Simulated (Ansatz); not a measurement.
# A hypothetical structure for BaAgS2, part 2 of 2

This structure for BaAgS2 is made up. Its elements were placed in a known structure type with a cell scaled to their sizes. What cell does the guess relax to, and how far off was it?

Ansatz 0.2.0; DFT, PBE, plane-wave PAW, files of the set soft_1, scalar-relativistic, no spin, cell and ions relaxed at zero pressure; PAW set soft_1 (the session's first sound run).

So far: The starting structure; Relaxing cell and atoms. The relaxed cell has a, b, c = 4.425, 20.590, 4.983 Å (conventional setting).

## (3) Bands of the relaxed cell

A second self-consistent run takes a narrower smearing and the mesh shown in its input; the bands follow along the standard path of the relaxed lattice.

This step: DFT, PBE, plane-wave PAW, files of the set soft_1, scalar-relativistic, no spin, bands and density of states at the relaxed cell; PAW set soft_1 (Ansatz 0.2.0).

input.yaml

```yaml
crystal:
  lattice:
    - [2.212317897, -10.2948968441, 0.0]
    - [2.212317897, 10.2948968441, 0.0]
    - [0.0, 0.0, 4.9833481699]
  atoms:
    - { symbol: Ba, position: [0.6663876912, 0.3336123088, 0.75] }
    - { symbol: Ba, position: [0.3336123088, 0.6663876912, 0.25] }
    - { symbol: Ag, position: [0.9369581818, 0.0630418182, 0.75] }
    - { symbol: Ag, position: [0.0630418182, 0.9369581818, 0.25] }
    - { symbol: S, position: [0.0548858906, 0.9451141094, 0.75] }
    - { symbol: S, position: [0.8185676231, 0.1814323769, 0.75] }
    - { symbol: S, position: [0.9451141094, 0.0548858906, 0.25] }
    - { symbol: S, position: [0.1814323769, 0.8185676231, 0.25] }
kpoints:
  mp_grid: { grid: [8, 8, 6] }
  band_path:
    path:
      - [[0.0, 0.0, 0.0], [0.26154492, 0.26154492, 0.0], [0.0, 0.5, 0.0], [0.0, 0.5, 0.5], [0.26154492, 0.26154492, 0.5], [0.0, 0.0, 0.5], [0.0, 0.0, 0.0], [-0.5, 0.5, 0.0], [-0.26154492, 0.73845508, 0.0], [-0.26154492, 0.73845508, 0.5], [-0.5, 0.5, 0.5], [-0.5, 0.5, 0.0]]
      - [[0.0, 0.0, 0.5], [-0.5, 0.5, 0.5]]
    npoints: 6
scf:
  occupations: { method: fermi_dirac, width: 0.03 }
  n_extra_bands: 12
hamiltonian:
  xc: pbe
  pseudopotentials: { kind: paw, azcp: { folder: soft_1 } }
output:
  forces: true
  stress: true
  write_bands: true
  dos: { projected: true }
  write_density: true
  write_potential: true
  elf: true
  volumetric_format: npy
```

Started as:

```
$ ansatz run input.yaml --threads 4 --pin off --max-ram 10240MiB --backend cpu --events-out ev --progress --plain --runs-dir out
```

Numbers of over 12 decimals in the logs are rounded to 6 here.

The program printed:

```text
[...]
Crystal: 8 atoms, lattice volume = 226.997 Å³
Basis set: ecut = 420 eV, 4465 PW (Γ), FFT grids on a1+a2, a2, a3, exchange–correlation on 60×144×72 points (8 copies of the dense FFT grid, shifted against one another)
Bands: 53, of which v1, the nominal top of the filled ones, is band 41 counted from 1 (40 counted from 0)
Symmetry: 8 space group operations
[...]
k-points: 84 of 384
[...]
SCF iter   1: F=—  HF=-30707.070774 eV  |F-HF|=—  |Δ(HF+E_count)|=         —  Δρ=1.00e-1  dr2=9.15e1  ethr=3.10e-3  ⟨swp⟩=12.4  Hψ=25456  notcnv=0  defer=13
[...]
SCF iter  11: F=-30697.458053 eV  HF=-30697.458053 eV  |F-HF|=2.10e-8  |Δ(HF+E_count)|=   8.06e-8  Δρ=2.47e-6  dr2=1.95e-8  ethr=1.22e-10  ⟨swp⟩=22.6  Hψ=41301  notcnv=0
SCF 1 converged in 11 iterations: F = -30697.458053 eV  dr2 = 1.95e-8
[...]
NSCF: frozen V_eff on 74 k-points
SCF converged after 11 iterations
Free energy (F): -30697.458053 eV
[...]
Internal energy: -30697.457930 eV  (E = F + TS)
E sigma→0 (E₀):  -30697.457992 eV
Entropy (-TS):   -0.000123 eV (-0.015 meV/atom)
Fermi energy:    7.073650 eV
[...]
--- Forces (eV/Å), atoms counted from 1 ---
  atom   1  Ba     0.00000000    -0.00024293    -0.00000000
  atom   2  Ba    -0.00000000     0.00024293     0.00000000
  atom   3  Ag     0.00000000    -0.00493450     0.00000000
  atom   4  Ag    -0.00000000     0.00493450    -0.00000000
  atom   5  S     -0.00000000    -0.00326970     0.00000000
  atom   6  S     -0.00000000    -0.00079545    -0.00000000
  atom   7  S      0.00000000     0.00326970    -0.00000000
  atom   8  S      0.00000000     0.00079545     0.00000000
  max |Σ_I F_I| component: 2.17e-19 eV/Å
--- Stress (GPa, compression-positive) ---
       -0.012129       0.000000      -0.000000
        0.000000      -0.021492      -0.000000
       -0.000000      -0.000000      -0.001244
  P = ⅓ Tr σ = -0.0116 GPa (-0.116 kbar)
--- Band table (eV; the first three rows and the last of 84) ---
  k-point 0: bands = [... 37 lower, 5.7035, 5.7179, 5.9983, 6.0966, 6.2050, 8.6547, 9.3476, 9.9399, ... 8 higher]
  k-point 1: bands = [... 37 lower, 5.7041, 5.9982, 6.0978, 6.2584, 6.4975, 8.9527, 9.6435, 10.4146, ... 8 higher]
  k-point 2: bands = [... 37 lower, 5.5217, 6.0308, 6.1350, 7.3817, 7.5323, 9.8176, 10.3330, 11.0440, ... 8 higher]
  k-point 83: bands = [... 37 lower, 5.4875, 6.0758, 6.0758, 7.8978, 7.8978, 10.9141, 10.9141, 11.3730, ... 8 higher]
```

Elapsed: 27 s, on 4 threads of Arm Neoverse V2, shared host; peak memory 1.1 GiB.

Numbers from this step:

- free energy: -30697.4581 eV
- energy at zero smearing: -30697.4580 eV
- Fermi energy: 7.074 eV
- pressure: -0.01162 GPa

bands.tsv at the labelled points (eV, zero at the Fermi level; the bands that come nearest the Fermi level along the path):

| point | band 38 | band 39 | band 40 | band 41 | band 42 | band 43 | band 44 | band 45 |
| --- | --- | --- | --- | --- | --- | --- | --- | --- |
| Γ | -1.37 | -1.36 | -1.08 | -0.98 | -0.87 | 1.58 | 2.27 | 2.87 |
| X | -1.76 | -1.55 | -1.48 | -1.32 | -1.26 | 3.34 | 3.52 | 3.56 |
| S | -1.76 | -1.56 | -1.47 | -1.42 | -1.22 | 3.27 | 3.38 | 3.84 |
| R | -1.50 | -1.16 | -1.16 | 0.80 | 0.80 | 1.94 | 1.94 | 4.18 |
| A | -1.48 | -1.20 | -1.20 | 0.83 | 0.83 | 1.92 | 1.92 | 4.19 |
| Z | -1.65 | -0.91 | -0.91 | 0.80 | 0.80 | 3.85 | 3.85 | 4.12 |
| Γ | -1.37 | -1.36 | -1.08 | -0.98 | -0.87 | 1.58 | 2.27 | 2.87 |
| Y | -1.38 | -1.31 | -1.18 | -0.98 | -0.95 | 1.68 | 2.15 | 3.27 |
| X1 | -1.76 | -1.55 | -1.48 | -1.32 | -1.26 | 3.34 | 3.52 | 3.56 |
| A1 | -1.48 | -1.20 | -1.20 | 0.83 | 0.83 | 1.92 | 1.92 | 4.19 |
| T | -1.59 | -1.00 | -1.00 | 0.82 | 0.82 | 3.84 | 3.84 | 4.30 |
| Y | -1.38 | -1.31 | -1.18 | -0.98 | -0.95 | 1.68 | 2.15 | 3.27 |
| Z | -1.65 | -0.91 | -0.91 | 0.80 | 0.80 | 3.85 | 3.85 | 4.12 |
| T | -1.59 | -1.00 | -1.00 | 0.82 | 0.82 | 3.84 | 3.84 | 4.30 |

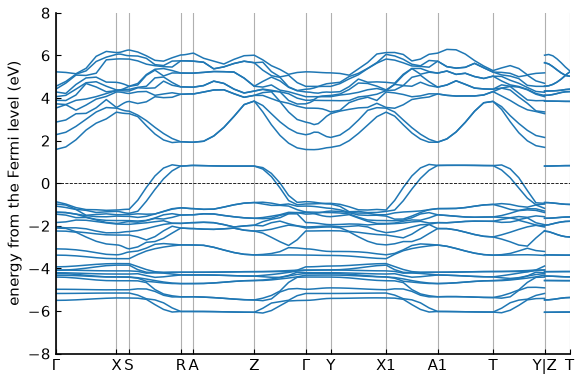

Bands along the path. 20 bands lie wholly below the window drawn.

States per cell as run, both spins, in windows of 1 eV, from dos.tsv (zero at the Fermi level):

```
from  to  total
  -8  -7   0.00
  -7  -6   0.39
  -6  -5   5.81
  -5  -4  13.28
  -4  -3   4.06
  -3  -2   5.30
  -2  -1  11.43
  -1   0   1.79
   0   1   1.93
   1   2   0.18
   2   3   2.67
   3   4   4.09
   4   5   8.58
```

A further 40.0 states lie below the table's range.

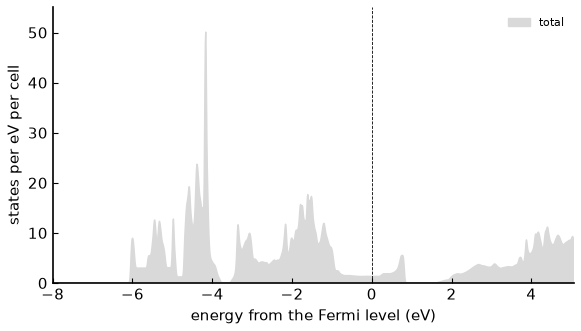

Total density of states, smoothed over about 0.04 eV.

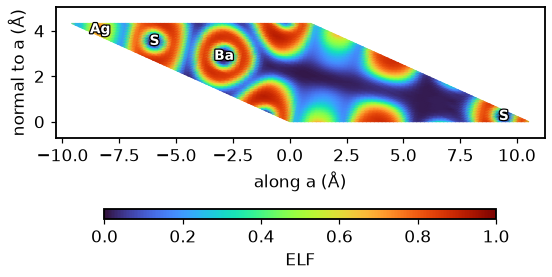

ELF in the ab plane of the cell as run, not the conventional one, at fractional z = 0.250, with atoms of Ba and Ag and S within 0.2 Å of it. It is the smooth field of the valence electrons, not physical close to the nuclei.

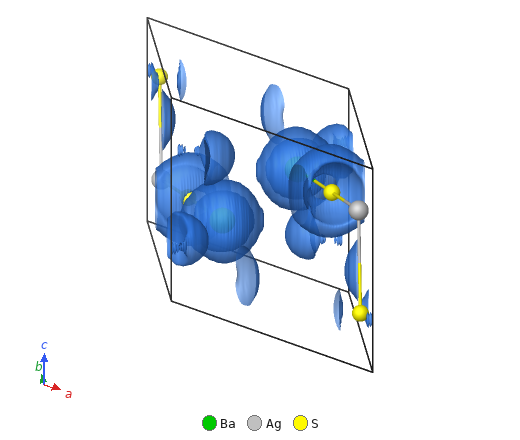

Surface of ELF = 0.84. Drawn on the cell as run, not the conventional one.

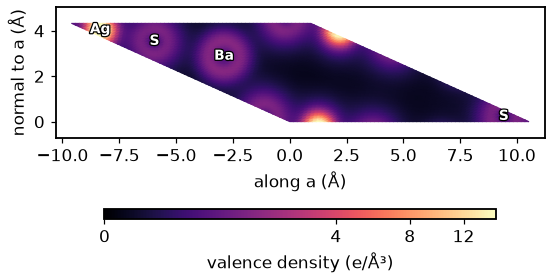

Valence density in the ab plane of the cell as run, not the conventional one, at fractional z = 0.250, with atoms of Ba and Ag and S within 0.2 Å of it. It is the smooth field of the valence electrons, not physical close to the nuclei. The colour scale is stretched toward low values.

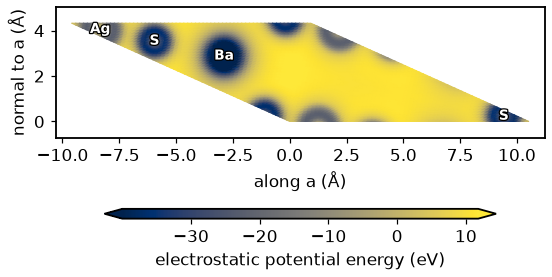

Electrostatic potential energy in the ab plane of the cell as run, not the conventional one, at fractional z = 0.250, with atoms of Ba and Ag and S within 0.2 Å of it. With pseudopotentials it is smooth inside the atoms' cores, unlike the true potential.

## (4) Summary of results

| Property | Result |
| --- | --- |
| space group, relaxed | Cmcm |
| conventional cell | a = 4.425, b = 20.590, c = 4.983 Å; α = 90.0°, β = 90.0°, γ = 90.0° |
| volume per atom | 28.37 Å³ (guess 26.38) |

In words: BaAgS2 relaxes to Cmcm with a = 4.425, b = 20.590 and c = 4.983 Å. The guessed volume was 7 % too small. The space group Cmcm was held in the relaxation, so the end point is a stationary structure within it and may be a saddle against distortions or other arrangements. Bands cross the Fermi level, so it is a metal or semimetal at this level. On the 8×8×6 mesh with the narrower smearing (relaxed on 6×6×6) the largest force component is 0.005 eV/Å and the largest stress component is 0.021 GPa, within the relaxation's thresholds of 0.015 eV/Å and 0.05 GPa. The cutoff wasn't tested. Spin-orbit coupling is left out, which can matter for elements this heavy. No dispersion term is used, so weakly bound directions may come out too long. The runs have no spin, and magnetism wasn't tested. Nothing here tests whether the compound is stable against decomposition.

[Logs are printed without paths, hosts, clocks, repeated set-up lines and the standing remarks that a program may print on its own settings, such as how far it seeks lower states.]

[Hosts, paths, dates, database ids (printed as entryN), source tags and the programs' standing remarks are cut or masked in the printed files.]
